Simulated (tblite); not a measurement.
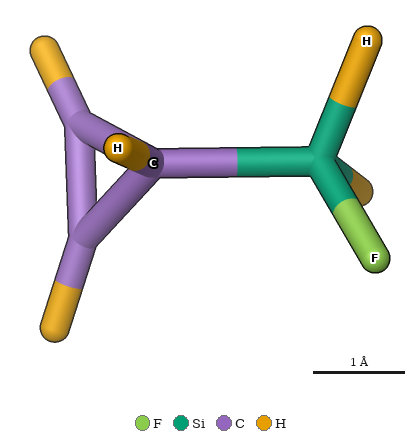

The starting structure (stick view, seen at a tilt).

# Geometry relaxation, with input and output: C3H5FSi

The run: geometry relaxation of C3H5FSi, SMILES F[SiH2]C1C=C1. Method and program: GFN2-xTB geometry optimisation, gas phase (tblite 0.8.0).

**The input**
```
{"job": {"xc": "GFN2-xTB", "basis": "xTB", "kind": "relax"}, "charge": 0, "multiplicity": 1}
F      2.127100    -1.444300    -0.077000
Si     1.395600    -0.002600    -0.114300
C     -0.326100    -0.213100     0.523000
C     -1.393200    -0.436700    -0.426100
C     -1.338000     0.734700     0.136400
H      1.436000     0.517300    -1.497100
H      2.164000     0.919800     0.769400
H     -0.432100    -0.654300     1.501100
H     -1.872200    -1.125800    -1.075100
H     -1.752400     1.709500     0.237200
```

The first line tells a small driver script what to run in tblite; the rest is the geometry in Å.

Launch command:
```bash
OMP_NUM_THREADS=1 python <driver script> task.json out
```

**What the program printed**
```
step      E/eV     max force
  0    -418.46991    3.415
  1    -418.62162    2.130
  2    -418.65015    2.172
  3    -418.68561    0.277
  4    -418.69105    0.276
  5    -418.70406    0.277
  6    -418.70966    0.225
  7    -418.71505    0.164
  8    -418.71812    0.142
  9    -418.72042    0.144
 10    -418.72184    0.107
 11    -418.72290    0.100
 12    -418.72391    0.103
 13    -418.72497    0.099
 14    -418.72578    0.078
 15    -418.72622    0.047
 16    -418.72644    0.043
 17    -418.72663    0.045
 18    -418.72687    0.043
 19    -418.72708    0.043
 20    -418.72721    0.035
 21    -418.72721    0.035
 22    -418.72726    0.031
 23    -418.72739    0.066
 24    -418.72745    0.038
 25    -418.72749    0.026
 26    -418.72761    0.029
 27    -418.72768    0.040
 28    -418.72783    0.047
 29    -418.72792    0.037
 30    -418.72798    0.023
 31    -418.72802    0.020
 32    -418.72807    0.023
 33    -418.72810    0.020
 34    -418.72813    0.019
 35    -418.72816    0.018
 36    -418.72819    0.016
 37    -418.72821    0.017
 38    -418.72823    0.011
 39    -418.72824    0.009
 40    -418.72825    0.011
 41    -418.72826    0.011
 42    -418.72828    0.012
 43    -418.72829    0.010
 44    -418.72830    0.008
 45    -418.72831    0.008
 46    -418.72831    0.009
 47    -418.72832    0.008
 48    -418.72833    0.009
 49    -418.72834    0.010
 50    -418.72836    0.015
 51    -418.72839    0.021
 52    -418.72845    0.027
 53    -418.72850    0.025
 54    -418.72857    0.030
 55    -418.72865    0.041
 56    -418.72879    0.049
 57    -418.72897    0.048
 58    -418.72918    0.044
 59    -418.72934    0.025
 60    -418.72943    0.021
 61    -418.72949    0.021
 62    -418.72953    0.025
 63    -418.72962    0.026
 64    -418.72969    0.027
 65    -418.72990    0.038
 66    -418.72999    0.033
 67    -418.73007    0.025
 68    -418.73012    0.017
 69    -418.73017    0.023
 70    -418.73027    0.032
 71    -418.73041    0.035
 72    -418.73060    0.044
 73    -418.73083    0.050
 74    -418.73108    0.060
 75    -418.73113    0.041
 76    -418.73089    0.096
 77    -418.73132    0.014
 78    -418.73136    0.016
 79    -418.73140    0.029
 80    -418.73143    0.021
 81    -418.73152    0.016
 82    -418.73154    0.014
 83    -418.73155    0.008
 84    -418.73156    0.009
 85    -418.73157    0.012
 86    -418.73157    0.014
 87    -418.73159    0.016
 88    -418.73161    0.018
 89    -418.73162    0.011
 90    -418.73164    0.007
 91    -418.73164    0.008
 92    -418.73165    0.008
 93    -418.73165    0.007
 94    -418.73167    0.012
 95    -418.73168    0.007
 96    -418.73169    0.007
 97    -418.73169    0.004
```

**Trajectory as extended XYZ (Å, eV, eV/Å), 12 frames, from step=0 to step=97**
```
10
Properties=species:S:1:pos:R:3:forces:R:3 step=0 energy=-418.46991
F     2.1271   -1.4443   -0.0770   -0.0100   0.1960  -0.0620
Si    1.3956   -0.0026   -0.1143    1.3240   0.6750  -0.0420
C    -0.3261   -0.2131    0.5230    2.7830  -1.0090   1.7020
C    -1.3932   -0.4367   -0.4261   -2.0240   0.2520  -1.1630
C    -1.3380    0.7347    0.1364   -2.1140   1.0860  -1.1260
H     1.4360    0.5173   -1.4971   -0.0270  -0.3290   0.3180
H     2.1640    0.9198    0.7694   -0.1550  -0.4460  -0.2790
H    -0.4321   -0.6543    1.5011    0.0540  -0.3430   0.5890
H    -1.8722   -1.1258   -1.0751    0.0370  -0.0300  -0.0140
H    -1.7524    1.7095    0.2372    0.1330  -0.0520   0.0760
10
Properties=species:S:1:pos:R:3:forces:R:3 step=8 energy=-418.71812
F     2.1667   -1.4078   -0.0939    0.0240   0.0880   0.0350
Si    1.4367    0.0339   -0.0935    0.0720   0.0470  -0.0430
C    -0.3178   -0.2114    0.5306    0.0290   0.0140  -0.0780
C    -1.4693   -0.4301   -0.4349    0.0440  -0.0360  -0.0320
C    -1.4172    0.7415    0.1068    0.0220   0.0310   0.1050
H     1.4483    0.4623   -1.4882    0.0240  -0.0370   0.0520
H     2.2288    0.8948    0.7844   -0.0230  -0.1300  -0.0530
H    -0.4089   -0.6715    1.5178   -0.0900   0.0460  -0.0330
H    -1.8949   -1.1437   -1.0982   -0.0310   0.0690   0.0690
H    -1.7635    1.7366    0.2465   -0.0690  -0.0900  -0.0230
10
Properties=species:S:1:pos:R:3:forces:R:3 step=17 energy=-418.72663
F     2.1978   -1.3912   -0.0809   -0.0140  -0.0020   0.0070
Si    1.4460    0.0378   -0.0990    0.0250   0.0040  -0.0070
C    -0.3143   -0.2023    0.5203    0.0060   0.0050  -0.0270
C    -1.4685   -0.4237   -0.4400   -0.0070  -0.0240   0.0010
C    -1.4248    0.7431    0.1117    0.0070   0.0260   0.0140
H     1.4642    0.4499   -1.4971    0.0150  -0.0090   0.0420
H     2.2535    0.8646    0.7900   -0.0250  -0.0090  -0.0230
H    -0.4194   -0.6627    1.5058    0.0220   0.0120  -0.0160
H    -1.9204   -1.1337   -1.0855   -0.0060  -0.0170  -0.0110
H    -1.8054    1.7230    0.2521   -0.0220   0.0150   0.0200
10
Properties=species:S:1:pos:R:3:forces:R:3 step=26 energy=-418.72761
F     2.1946   -1.3957   -0.0750   -0.0120   0.0040   0.0060
Si    1.4501    0.0369   -0.1013   -0.0180  -0.0030  -0.0010
C    -0.3130   -0.1986    0.5126    0.0090   0.0040   0.0020
C    -1.4722   -0.4228   -0.4404    0.0080   0.0010   0.0150
C    -1.4289    0.7437    0.1130    0.0140  -0.0050  -0.0090
H     1.4768    0.4486   -1.4972    0.0180  -0.0030  -0.0010
H     2.2516    0.8647    0.7897   -0.0030   0.0010  -0.0020
H    -0.4115   -0.6578    1.4994    0.0120  -0.0040  -0.0110
H    -1.9235   -1.1347   -1.0842   -0.0110  -0.0140  -0.0130
H    -1.8151    1.7204    0.2609   -0.0180   0.0180   0.0130
10
Properties=species:S:1:pos:R:3:forces:R:3 step=35 energy=-418.72816
F     2.1807   -1.3999   -0.0657    0.0070   0.0030   0.0040
Si    1.4508    0.0398   -0.1065   -0.0020  -0.0040   0.0020
C    -0.3117   -0.1953    0.5073    0.0070   0.0100  -0.0020
C    -1.4751   -0.4217   -0.4399    0.0100  -0.0020   0.0080
C    -1.4323    0.7443    0.1154   -0.0040  -0.0090   0.0050
H     1.5011    0.4450   -1.5037   -0.0010  -0.0050   0.0050
H     2.2474    0.8688    0.7882    0.0020  -0.0030  -0.0050
H    -0.4010   -0.6586    1.4934   -0.0070   0.0030  -0.0160
H    -1.9254   -1.1349   -1.0835   -0.0080   0.0020  -0.0050
H    -1.8256    1.7172    0.2725   -0.0050   0.0050   0.0030
10
Properties=species:S:1:pos:R:3:forces:R:3 step=44 energy=-418.72830
F     2.1840   -1.3995   -0.0587   -0.0030   0.0050   0.0040
Si    1.4528    0.0395   -0.1071   -0.0040   0.0010  -0.0010
C    -0.3114   -0.1924    0.5042    0.0030  -0.0070  -0.0020
C    -1.4762   -0.4201   -0.4411    0.0030   0.0030   0.0020
C    -1.4360    0.7445    0.1173    0.0070  -0.0020   0.0040
H     1.5069    0.4390   -1.5055   -0.0020  -0.0040   0.0000
H     2.2504    0.8700    0.7854   -0.0040   0.0000  -0.0030
H    -0.3995   -0.6596    1.4885   -0.0040   0.0010  -0.0030
H    -1.9290   -1.1320   -1.0847    0.0020   0.0020  -0.0030
H    -1.8331    1.7153    0.2791    0.0000   0.0010   0.0010
10
Properties=species:S:1:pos:R:3:forces:R:3 step=52 energy=-418.72845
F     2.1883   -1.3946   -0.0405    0.0050  -0.0110  -0.0040
Si    1.4528    0.0410   -0.1095   -0.0170  -0.0180   0.0110
C    -0.3106   -0.1948    0.5029   -0.0120  -0.0070  -0.0050
C    -1.4759   -0.4160   -0.4441    0.0030   0.0030  -0.0040
C    -1.4346    0.7447    0.1221   -0.0120   0.0010   0.0030
H     1.5060    0.4222   -1.5130    0.0000   0.0010   0.0030
H     2.2482    0.8791    0.7764    0.0010   0.0210   0.0000
H    -0.4013   -0.6677    1.4844    0.0150   0.0000  -0.0100
H    -1.9293   -1.1222   -1.0942    0.0100   0.0080   0.0080
H    -1.8347    1.7128    0.2931    0.0070   0.0010  -0.0020
10
Properties=species:S:1:pos:R:3:forces:R:3 step=61 energy=-418.72949
F     2.2171   -1.3733    0.0759    0.0070   0.0040  -0.0060
Si    1.4506    0.0345   -0.1158   -0.0140  -0.0050   0.0020
C    -0.3115   -0.2123    0.4921   -0.0080  -0.0090   0.0050
C    -1.4765   -0.3828   -0.4654    0.0040  -0.0060   0.0000
C    -1.4337    0.7472    0.1599   -0.0040   0.0000   0.0010
H     1.5003    0.3082   -1.5439    0.0190   0.0010  -0.0100
H     2.2160    0.9657    0.7004    0.0090   0.0160   0.0050
H    -0.3983   -0.7337    1.4486   -0.0110  -0.0080  -0.0030
H    -1.9219   -1.0541   -1.1564   -0.0110   0.0110   0.0140
H    -1.8332    1.7053    0.3821    0.0100  -0.0030  -0.0080
10
Properties=species:S:1:pos:R:3:forces:R:3 step=70 energy=-418.73027
F     2.2458   -1.3438    0.1604    0.0010   0.0150   0.0060
Si    1.4476    0.0316   -0.1201    0.0000  -0.0240  -0.0040
C    -0.3146   -0.2328    0.4846   -0.0100  -0.0130  -0.0160
C    -1.4805   -0.3578   -0.4801   -0.0030   0.0010   0.0210
C    -1.4310    0.7461    0.1902    0.0000  -0.0070  -0.0140
H     1.5191    0.2203   -1.5621   -0.0040   0.0030   0.0020
H     2.1858    1.0338    0.6363   -0.0070   0.0040   0.0140
H    -0.4055   -0.7939    1.4189    0.0060   0.0170  -0.0270
H    -1.9355   -0.9989   -1.1937    0.0040   0.0130   0.0170
H    -1.8223    1.7000    0.4431    0.0120  -0.0080   0.0020
10
Properties=species:S:1:pos:R:3:forces:R:3 step=79 energy=-418.73140
F     2.2949   -1.2853    0.2908   -0.0140   0.0230  -0.0100
Si    1.4462    0.0215   -0.1329    0.0050  -0.0080   0.0020
C    -0.3175   -0.2690    0.4558   -0.0060   0.0080   0.0060
C    -1.4982   -0.3255   -0.4948    0.0140   0.0200  -0.0060
C    -1.4198    0.7439    0.2264    0.0020  -0.0150   0.0000
H     1.5552    0.1005   -1.5831   -0.0020  -0.0110   0.0090
H     2.1142    1.1205    0.5536   -0.0080  -0.0110   0.0020
H    -0.4070   -0.8727    1.3623    0.0100   0.0020  -0.0060
H    -1.9732   -0.9213   -1.2338   -0.0010   0.0040   0.0100
H    -1.7859    1.6920    0.5332    0.0000  -0.0110  -0.0060
10
Properties=species:S:1:pos:R:3:forces:R:3 step=88 energy=-418.73161
F     2.3051   -1.2622    0.3324   -0.0010   0.0000  -0.0020
Si    1.4452    0.0203   -0.1376    0.0050   0.0000   0.0140
C    -0.3177   -0.2760    0.4490   -0.0060   0.0050   0.0040
C    -1.4985   -0.3107   -0.5022    0.0000   0.0120   0.0080
C    -1.4191    0.7428    0.2419    0.0070  -0.0150  -0.0070
H     1.5654    0.0499   -1.5882    0.0010   0.0030  -0.0010
H     2.0944    1.1459    0.5234   -0.0060  -0.0050  -0.0090
H    -0.4056   -0.8990    1.3425    0.0010   0.0040  -0.0050
H    -1.9771   -0.8920   -1.2500    0.0000   0.0020   0.0000
H    -1.7834    1.6855    0.5662    0.0010  -0.0060  -0.0010
10
Properties=species:S:1:pos:R:3:forces:R:3 step=97 energy=-418.73169
F     2.3225   -1.2266    0.3970   -0.0020   0.0000   0.0020
Si    1.4440    0.0150   -0.1425   -0.0010   0.0020   0.0020
C    -0.3192   -0.2898    0.4394    0.0000   0.0000   0.0000
C    -1.5010   -0.2895   -0.5111    0.0020   0.0000   0.0010
C    -1.4150    0.7405    0.2641   -0.0020  -0.0030   0.0010
H     1.5833   -0.0221   -1.5914   -0.0010   0.0020  -0.0010
H     2.0617    1.1863    0.4664    0.0010  -0.0020  -0.0020
H    -0.4091   -0.9385    1.3141    0.0010  -0.0010  -0.0030
H    -1.9827   -0.8444   -1.2767   -0.0010  -0.0010   0.0000
H    -1.7755    1.6737    0.6181    0.0020   0.0020  -0.0010
```

**Key numbers**

```json
{"quantity": "outcome", "value": "converged"}
{"quantity": "total energy", "value": "−418.7317 eV"}
{"quantity": "hardware", "value": "1 CPU thread, shared host"}
{"quantity": "peak memory", "value": "0.55 GiB"}
```
